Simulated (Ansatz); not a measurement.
# NiClO: two electronic states of one cell

An SCF can end in more than one state. Here NiClO, a structure type of another compound, with these elements put in, is run from each state found earlier: which lies lowest, and what else changes?

Program: Ansatz 0.2.0. Level of theory: DFT, HSE06, plane waves, PAW. These are calculated values, not measurements.

### 1 The cell

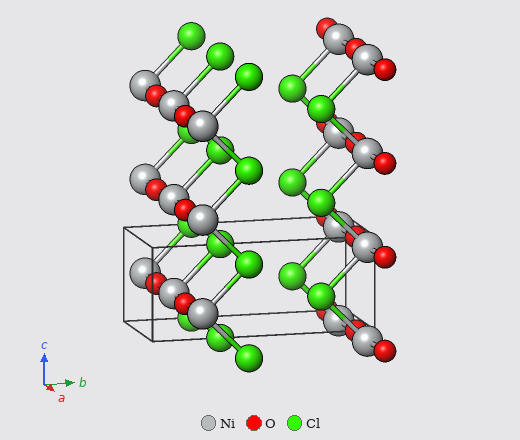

The cell, seen slightly off an axis (nickel light grey, oxygen red, chlorine green). 2×1×3 cells are drawn.

It takes space group Pmmn (No. 59, orthorhombic). Conventional cell: a = 3.296 Å, b = 3.745 Å, c = 7.940 Å, α = 90.00°, β = 90.00°, γ = 90.00°. Ni (site symmetry mm2) has 4 O at 1.88 to 2.18 Å and 2 Cl at 2.33 Å as nearest neighbours. Around O (site symmetry mm2) lie 4 Ni at 1.88 to 2.18 Å. Around Cl (site symmetry mm2) lie 2 Ni at 2.33 Å.

Symmetry-reduced, conventional setting; the input below types the cell that was run:

```cif
data_structure
_symmetry_space_group_name_H-M 'Pmmn:1'
_symmetry_Int_Tables_number 59
_cell_length_a 3.2959
_cell_length_b 3.7453
_cell_length_c 7.9401
_cell_angle_alpha 90.000
_cell_angle_beta 90.000
_cell_angle_gamma 90.000
_cell_volume 98.01
loop_
_atom_site_label
_atom_site_type_symbol
_atom_site_symmetry_multiplicity
_atom_site_Wyckoff_symbol
_atom_site_fract_x
_atom_site_fract_y
_atom_site_fract_z
_atom_site_occupancy
Ni1 Ni 2 b 0.50000 0.00000 0.09700 1
O1 O 2 a 0.00000 0.00000 0.91700 1
Cl1 Cl 2 a 0.00000 0.00000 0.30500 1
```

The states: A, Ni1 up, Ni2 down (collinear spin); B, Ni1 up, Ni2 up (collinear spin).

### 2 Run from state A

Contents of input.yaml:

```yaml
crystal:
  lattice:
    - [3.74532039, 0.0, 0.0]
    - [0.0, 7.94007809, 0.0]
    - [0.0, 0.0, 3.29588206]
  atoms:
    - { symbol: Ni, position: [0.0, 0.097, 0.5], spin: 1.16 }
    - { symbol: Ni, position: [0.5, 0.903, 0.0], spin: -1.16 }
    - { symbol: O, position: [0.0, 0.917, 0.0], spin: 0.17 }
    - { symbol: O, position: [0.5, 0.083, 0.5], spin: -0.17 }
    - { symbol: Cl, position: [0.0, 0.305, 0.0] }
    - { symbol: Cl, position: [0.5, 0.695, 0.5] }
kpoints:
  mp_grid: { grid: [5, 3, 6], shift: [0, 0, 0] }
magnetization:
  spin_polarized: true
scf:
  occupations: { method: fermi_dirac }
hamiltonian:
  pseudopotentials: { kind: paw }
  xc: hse06
basis:
  ecutwfc: 420
  fft_grid_basis: typed
output:
  forces: true
  stress: true
  eigenvalues: true
  bader: true
  populations: true
  elf: true
  write_potential: true
  volumetric_format: npy
  dos:
    e_range: [-12, 8]
    de: 0.05
    projected: { site_lists: { Cl: [Cl], Ni: [Ni], O: [O] } }
```

What it wrote, cut to the lines that bear on the results:

```text
Warning: output.stress: scf.convergence.dr2_threshold = 1e-7 eV (the SCF's general default) is looser than the 6e-10 eV advised for a printed stress (1e-10 eV for each atom of the cell: 6). What an SCF threshold leaves in a stress goes as its square root, and in the free energy as the [...]
Warning: output.stress: scf.exx.energy_threshold = 1e-6 eV is looser than the 6e-8 eV advised for a stress under a hybrid functional (1e-8 eV for each atom of the cell: 6). Every SCF of the exchange loop can meet its threshold on dr2 while the loop round them stops early: no threshold on [...]
Warning: RAYON_NUM_THREADS=2 ignored (pool sized by the plan → 2); use --threads N
[...]
Pseudopotentials: kind: paw
Pseudopotential: Ni, paw, valence charge 18, recommended cutoff 420 eV (normal), Ni.paw.azcp
Pseudopotential: O, paw, valence charge 6, recommended cutoff 420 eV (normal), O.paw.azcp
Pseudopotential: Cl, paw, valence charge 7, recommended cutoff 420 eV (normal), Cl.paw.azcp
Functional definition: HSE06
[...]
Crystal: 6 atoms, lattice volume = 98.013 Å³
Basis set: ecut = 420 eV, 1937 PW (Γ), exchange–correlation on 54×108×48 points (8 copies of the dense FFT grid, shifted against one another)
Bands: 39, of which v1, the nominal top of the filled ones, is band 31 counted from 1 (30 counted from 0)
Symmetry: 4 space group operations
Space group: Pmm2 (ITA 25), of the structure as read, at distance tolerance 4.6e-5 Å
Magnetic group: BNS 59.408 (UNI 506), of the structure as read, at distance tolerance 4.6e-5 Å
k-points: 24 of 90 (time reversal used)
[...]
Starting moments: Σ|m| = 2.66 μB on 4 of 6 sites
Starting magnetic order: antiferromagnet; an inversion exchanges its spin sublattices: spin-degenerate at every k-point
[...]
Absolute magnetization: 3.0808 μB (∫|ρ↑−ρ↓|, with the PAW one-centre terms)
Spin contamination: 1.3670 ħ² per cell (⟨S²⟩ above its minimum at these occupations)
Per-site moments (μB) at R_I (Å): [(1.1565187139756108, 0.773832078755513), (-1.1565350442173672, 0.773832078755513), (0.16821190986268383, 0.773832078755513), (-0.16820414015976798, 0.773832078755513), (-0.053571887177620785, 0.962397207312905), (0.05357579481756855, 0.9623972073129052)]
Free energy (F): -14969.024457 eV
Frozen-core exchange: fock
[...]
E sigma→0 (E₀):  -14969.009214 eV
Entropy (-TS):   -0.030485 eV (-5.081 meV/atom)
Fermi energy:    3.989930 eV
[...]
--- Forces (eV/Å), atoms counted from 1 ---
  atom   1  Ni     0.00000000     0.54462282     0.00000000
  atom   2  Ni     0.00000000    -0.54460023     0.00000000
  atom   3  O      0.00000000     2.05521846     0.00000000
  atom   4  O      0.00000000    -2.05521806     0.00000000
  atom   5  Cl     0.00000000    -0.41130160     0.00000000
  atom   6  Cl     0.00000000     0.41128915     0.00000000
[...]
--- Stress (GPa, compression-positive) ---
       -2.459541       0.000000       0.000000
        0.000000      -5.983036       0.000000
        0.000000       0.000000      -9.356709
  P = ⅓ Tr σ = -5.9331 GPa (-59.331 kbar)
--- Band table (eV; the first three rows and the last of 48) ---
[...]
--- Löwdin populations: 6 sites ---
  site symbol       q [e]    m [muB]
     0     Ni     16.7277     1.1913
     1     Ni     16.7277    -1.1913
     2      O      6.8450     0.1981
     3      O      6.8450    -0.1981
     4     Cl      7.2897    -0.0545
     5     Cl      7.2897     0.0545
  spilling = 0.004436 (of n_electrons = 62.000000)
--- Bader charges: 6 sites ---
  site symbol  charge [e]  shift [e]    m [muB]
     0     Ni      1.3818     0.0065     1.2059
     1     Ni      1.3818     0.0065    -1.2060
     2      O     -1.0093     0.0061     0.1793
     3      O     -1.0093     0.0061    -0.1793
     4     Cl     -0.3725     0.0005    -0.0686
     5     Cl     -0.3725     0.0005     0.0686
  estimated error of the sums over rays = 3.4e-4 e
```

Run time: 3.4 min. Hardware: 2 threads of an x86-64 CPU, shared host; peak memory 2.7 GiB.

### 3 What state A looks like

States per cell by energy window, from dos.tsv and pdos.tsv (tetrahedra; eV from the Fermi level):

```csv
from,to,total,up,down,Cl p,Ni d,O p
-8.0,-7.0,0.48,0.24,0.24,0.01,0.17,0.26
-7.0,-6.0,2.33,1.17,1.17,0.08,0.99,1.09
-6.0,-5.0,6.41,3.21,3.21,0.55,3.65,2.01
-5.0,-4.0,5.39,2.70,2.70,0.98,3.07,1.19
-4.0,-3.0,6.46,3.23,3.23,1.42,4.08,0.73
-3.0,-2.0,6.09,3.04,3.04,2.15,2.49,1.30
-2.0,-1.0,6.43,3.21,3.21,3.10,1.27,1.94
-1.0,0.0,4.34,2.17,2.17,2.31,0.56,1.42
0.0,1.0,1.08,0.54,0.54,0.45,0.27,0.34
1.0,2.0,0.97,0.49,0.49,0.17,0.31,0.45
2.0,3.0,0.46,0.23,0.23,0.03,0.37,0.04
3.0,4.0,2.91,1.45,1.45,0.34,2.10,0.37
4.0,5.0,0.64,0.32,0.32,0.06,0.39,0.15
```

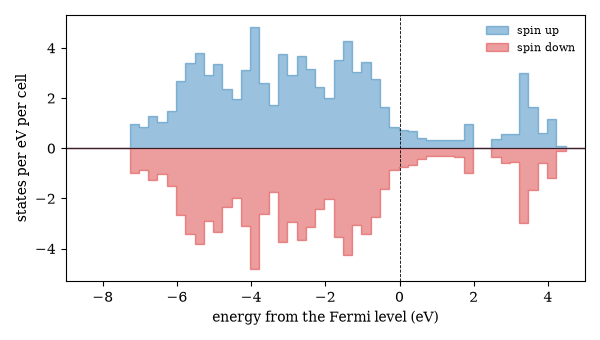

Density of states by spin, in bins of 0.25 eV.

By element, from the tables in the log (a charge is positive for electrons lost):

```csv
element,atoms,Bader charge (e),Bader volume (Å³),Löwdin charge (e),"Bader moment, size (μB)"
Ni,2,+1.38,8.4,+1.27,1.21
O,2,-1.01,11.7,-0.84,0.18
Cl,2,-0.37,28.8,-0.29,0.07
```

Löwdin charges rest on a small set of atomic orbitals that misses 0.4 % of the electrons, so they need not add up to the cell's charge and can differ from Bader's even in sign.

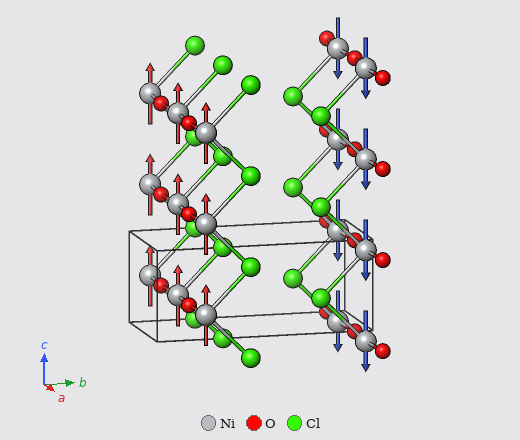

Site moments over 0.3 μB, as arrows (values hang on how the density is shared out, so they can differ from the log's spheres): up red, down blue; without spin-orbit coupling their axis is free, so they are drawn up the page.

### 4 Run from state B

Changes to input.yaml since step 2:

```diff
@@ -6,6 +6,6 @@
   atoms:
-    - { symbol: Ni, position: [0.0, 0.097, 0.5], spin: 1.16 }
-    - { symbol: Ni, position: [0.5, 0.903, 0.0], spin: -1.16 }
-    - { symbol: O, position: [0.0, 0.917, 0.0], spin: 0.17 }
-    - { symbol: O, position: [0.5, 0.083, 0.5], spin: -0.17 }
+    - { symbol: Ni, position: [0.0, 0.097, 0.5], spin: 1.17 }
+    - { symbol: Ni, position: [0.5, 0.903, 0.0], spin: 1.17 }
+    - { symbol: O, position: [0.0, 0.917, 0.0] }
+    - { symbol: O, position: [0.5, 0.083, 0.5] }
     - { symbol: Cl, position: [0.0, 0.305, 0.0] }
```

What it wrote, cut to the lines that bear on the results:

```text
Warning: output.stress: scf.convergence.dr2_threshold = 1e-7 eV (the SCF's general default) is looser than the 6e-10 eV advised for a printed stress (1e-10 eV for each atom of the cell: 6). What an SCF threshold leaves in a stress goes as its square root, and in the free energy as the [...]
Warning: output.stress: scf.exx.energy_threshold = 1e-6 eV is looser than the 6e-8 eV advised for a stress under a hybrid functional (1e-8 eV for each atom of the cell: 6). Every SCF of the exchange loop can meet its threshold on dr2 while the loop round them stops early: no threshold on [...]
Warning: RAYON_NUM_THREADS=2 ignored (pool sized by the plan → 2); use --threads N
[...]
Pseudopotentials: kind: paw
Pseudopotential: Ni, paw, valence charge 18, recommended cutoff 420 eV (normal), Ni.paw.azcp
Pseudopotential: O, paw, valence charge 6, recommended cutoff 420 eV (normal), O.paw.azcp
Pseudopotential: Cl, paw, valence charge 7, recommended cutoff 420 eV (normal), Cl.paw.azcp
Functional definition: HSE06
[...]
Crystal: 6 atoms, lattice volume = 98.013 Å³
[...]
  atom   1  Ni     0.00000000     0.71142958     0.00000000
  atom   2  Ni     0.00000000    -0.71142958     0.00000000
  atom   3  O      0.00000000     2.13478940     0.00000000
  atom   4  O      0.00000000    -2.13478940     0.00000000
  atom   5  Cl     0.00000000    -0.43837444     0.00000000
  atom   6  Cl     0.00000000     0.43837444     0.00000000
[...]
--- Stress (GPa, compression-positive) ---
       -1.868187       0.000000       0.000000
        0.000000      -6.094926       0.000000
        0.000000       0.000000      -8.931770
  P = ⅓ Tr σ = -5.6316 GPa (-56.316 kbar)
--- Band table (eV; the first three rows and the last of 48) ---
[...]
--- Löwdin populations: 6 sites ---
  site symbol       q [e]    m [muB]
     0     Ni     16.7276     1.2171
     1     Ni     16.7276     1.2171
     2      O      6.8461    -0.1497
     3      O      6.8461    -0.1497
     4     Cl      7.2886    -0.0724
     5     Cl      7.2886    -0.0724
  spilling = 0.004442 (of n_electrons = 62.000000)
--- Bader charges: 6 sites ---
  site symbol  charge [e]  shift [e]    m [muB]
     0     Ni      1.3789     0.0065     1.2321
     1     Ni      1.3788     0.0065     1.2321
     2      O     -1.0074     0.0061    -0.1495
     3      O     -1.0075     0.0060    -0.1495
     4     Cl     -0.3714     0.0005    -0.0819
     5     Cl     -0.3714     0.0005    -0.0819
  estimated error of the sums over rays = 3.4e-4 e
```

Wall time 2.4 min (2 threads of an x86-64 CPU, shared host); peak memory 2.7 GiB.

### 5 State B: levels and charges

Counts of states in windows (eV from the Fermi level; tetrahedra), total and projected:

```
from    to  total    up  down  Cl p  Ni d   O p
-8.0  -7.0   0.30  0.30  0.00  0.00  0.13  0.14
-7.0  -6.0   2.54  1.44  1.11  0.09  1.04  1.23
-6.0  -5.0   6.04  4.11  1.93  0.57  3.35  1.91
-5.0  -4.0   6.66  3.83  2.84  1.00  4.16  1.35
-4.0  -3.0   5.19  2.43  2.76  1.25  2.99  0.72
-3.0  -2.0   6.21  1.85  4.37  2.29  2.63  1.14
-2.0  -1.0   6.84  3.28  3.57  3.25  1.45  2.00
-1.0   0.0   4.14  2.70  1.43  2.15  0.51  1.42
 0.0   1.0   1.08  1.08  0.00  0.44  0.25  0.36
 1.0   2.0   0.88  0.88  0.00  0.16  0.26  0.42
 2.0   3.0   0.46  0.12  0.34  0.04  0.31  0.08
 3.0   4.0   2.93  0.00  2.93  0.33  2.16  0.33
 4.0   5.0   0.73  0.00  0.73  0.07  0.45  0.16
```

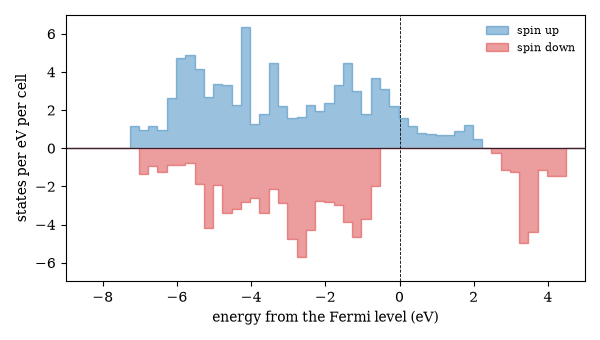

Density of states by spin, in bins of 0.25 eV.

Gathered by element (positive charge: electrons given up):

```
element  atoms  Bader charge (e)  Bader volume (Å³)  Löwdin charge (e)  Bader moment, size (μB)
     Ni      2             +1.38                8.4              +1.27                     1.23
      O      2             -1.01               11.7              -0.85                     0.15
     Cl      2             -0.37               28.8              -0.29                     0.08
```

Löwdin charges rest on a small set of atomic orbitals that misses 0.4 % of the electrons, so they need not add up to the cell's charge and can differ from Bader's even in sign.

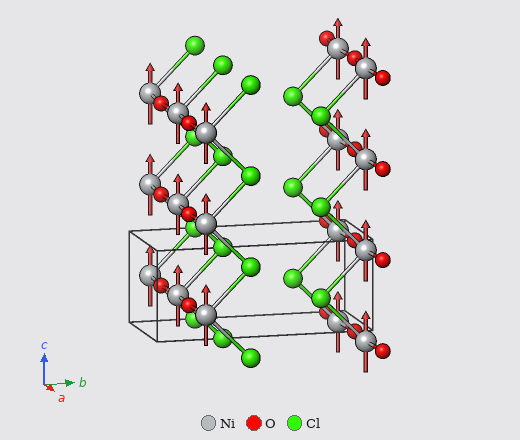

Site moments over 0.3 μB, as arrows (values hang on how the density is shared out, so they can differ from the log's spheres): up red, down blue; without spin-orbit coupling their axis is free, so they are drawn up the page.

### 6 The states side by side

```
state  free energy (meV/atom)  largest site moment (μB)  size of the net moment (μB/cell)    gap (eV)  pressure (GPa)  largest force (eV/Å)  SCF cycles
    A                     3.5                      1.21                              0.00       metal            -5.9                  2.06          69
    B                     0.0                      1.23                              2.00  half-metal            -5.6                  2.13          55
```

State B lies lowest, 3.5 meV per atom under state A. They differ in kind: A is a metal, B is a half-metal. Every run converged, so convergence alone does not show that a state is the lowest.

Keep in mind: the k mesh is coarse if the cell is a metal; the exchange threshold is loose for a stress; the SCF threshold is loose for a stress.
